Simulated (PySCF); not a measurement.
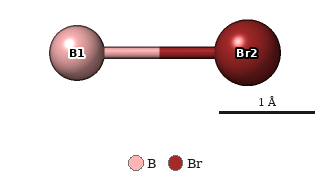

*The input geometry (ball-and-stick view, seen on its broad side; atoms are numbered from 1 in the order of the input).*

Bond lengths as drawn: B–Br 1.79 Å.

Geometry relaxation, with input and output: BBr

- system: BBr (Boron Monobromide), SMILES [B]Br
- method: PBE0-D3(BJ)/def2-SVP geometry optimisation, gas phase (PySCF 2.14.0)

### Output
```
step   0  E = -2598.25629154  max force = 0.042014
step   1  E = -2598.25956228  max force = 0.010621
step   2  E = -2598.25982371  max force = 0.002757
step   3  E = -2598.25984327  max force = 0.000174
step   4  E = -2598.25984329  max force = 0.000009
optimisation converged
```

### Trajectory as extended XYZ (Å, eV, eV/Å), 5 frames, from step=0 to step=4
```
2
Properties=species:S:1:pos:R:3:forces:R:3 step=0 energy=-70702.15493
B     0.9057   -0.0282    0.0010    2.1605  -0.0328   0.0168
Br   -0.8882   -0.0006   -0.0131   -2.1605   0.0328  -0.0168
2
Properties=species:S:1:pos:R:3:forces:R:3 step=1 energy=-70702.24393
B     0.9698   -0.0438   -0.0145    0.5462  -0.0147   0.0061
Br   -0.8917    0.0062   -0.0354   -0.5462   0.0147  -0.0061
2
Properties=species:S:1:pos:R:3:forces:R:3 step=2 energy=-70702.25104
B     0.9804   -0.0441   -0.0144    0.1418  -0.0042   0.0017
Br   -0.9023    0.0065   -0.0355   -0.1418   0.0042  -0.0017
2
Properties=species:S:1:pos:R:3:forces:R:3 step=3 energy=-70702.25158
B     0.9841   -0.0444   -0.0143    0.0090  -0.0007   0.0003
Br   -0.9060    0.0069   -0.0356   -0.0090   0.0007  -0.0003
2
Properties=species:S:1:pos:R:3:forces:R:3 step=4 energy=-70702.25158
B     0.9843   -0.0447   -0.0142    0.0002  -0.0005   0.0002
Br   -0.9062    0.0072   -0.0357   -0.0002   0.0005  -0.0002
```

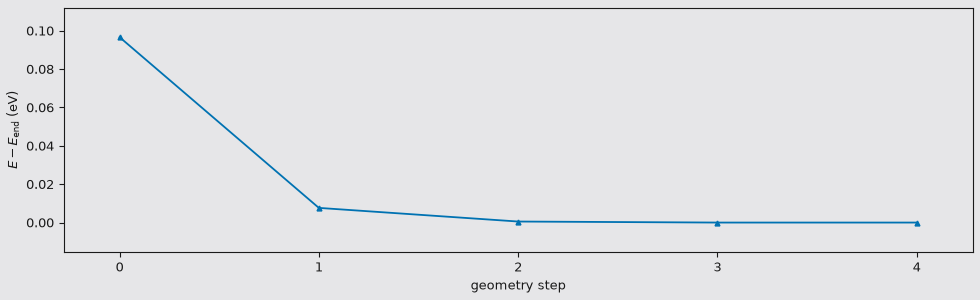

*Progress of the relaxation, step by step (steps are counted from 0).*

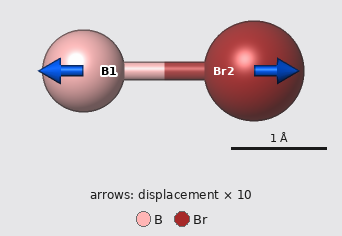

*The starting structure with the displacements as blue arrows, magnified 10 times (ball-and-stick view, seen on its broad side). The two geometries are laid on each other by the best rigid fit.*

Over 4 geometry steps the energy falls by 0.097 eV. Largest force component: 2.2 eV/Å at the start, 0.0005 eV/Å at the end. The largest moves after the best rigid fit, 0.049 Å, are those of B1 and Br2. Largest moves by element: B 0.049 Å, Br 0.049 Å. Among the contacts that change: B1–Br2 1.794 → 1.891 Å. (Atoms are counted from 1 in the order of the input.)

The run was set up as follows.

### Input file
```
{"job": {"xc": "PBE0", "basis": "def2-SVP", "d3": "d3bj", "grid": 1, "shake": 0.01, "kind": "geom"}, "charge": 0, "multiplicity": 1}
B      0.905700    -0.028170     0.001000
Br    -0.888210    -0.000650    -0.013120
```

The first line tells a small driver script what to run in PySCF; the rest is the geometry in Å.

Command:
```bash
OMP_NUM_THREADS=1 python <driver script> task.json out
```

### Key numbers

- outcome: converged
- total energy: −2598.259843 hartree
- dipole moment: 1.65 D
- point group: Cinfv
- hardware: 1 CPU thread, shared host
- wall time: 2.8 s
- peak memory: 0.25 GiB
